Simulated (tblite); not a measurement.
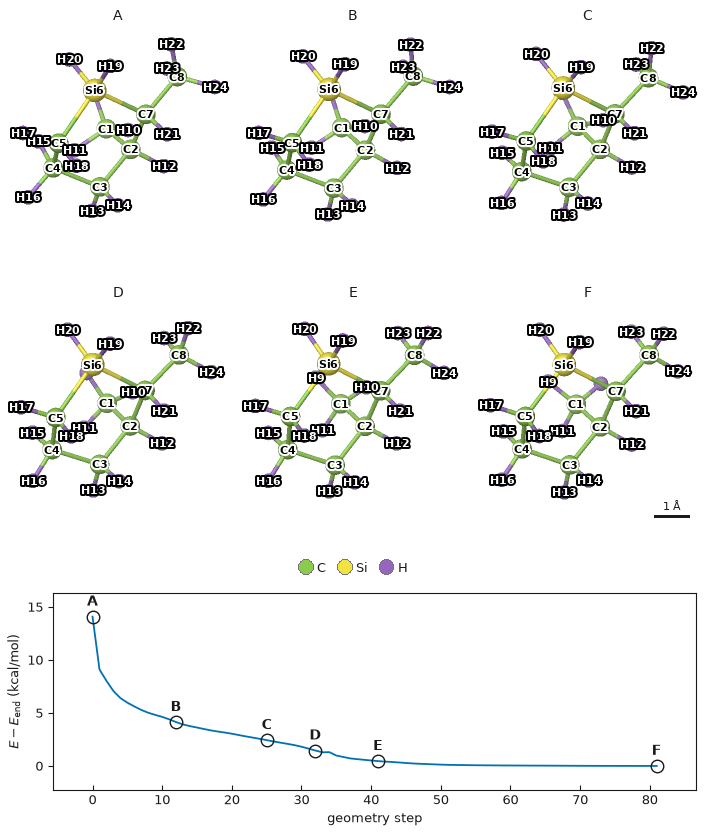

Frames of a relaxation of C7H16Si, marked on the history of the run. Style: ball-and-stick. Shown from a free direction.

Method: GFN2-xTB geometry optimisation, gas phase in tblite. 

Q: What happens along the run?

A: After 81 geometry steps the energy has fallen by 14.1 kcal/mol. H22 moves most after the best rigid fit: 0.75 Å. Largest moves by element: H 0.75 Å, C 0.16 Å, Si 0.09 Å. Near-neighbour distances that change, for instance: C1–H11 1.131 → 1.089 Å, C1–C2 1.494 → 1.527 Å, C2–H12 1.132 → 1.100 Å, C2–C3 1.506 → 1.536 Å. Bond angles that change, for instance: C4–C5–Si6 103.9° → 111.2°, H17–C5–H18 112.2° → 106.4°, C7–Si6–H20 107.3° → 112.3°. Groups turn about C1–C2 by about 40°, C7–C8 by about 35°. From step 0 to 12: H15 moves most (0.19 Å), energy −9.95 kcal/mol. From step 12 to 25: H24 moves most (0.23 Å), energy −1.70 kcal/mol. From step 25 to 32: H22 moves most (0.22 Å), energy −0.98 kcal/mol. From step 32 to 41: H9 moves most (0.22 Å), energy −1.00 kcal/mol. From step 41 to 81: H11 moves most (0.16 Å), energy −0.46 kcal/mol.
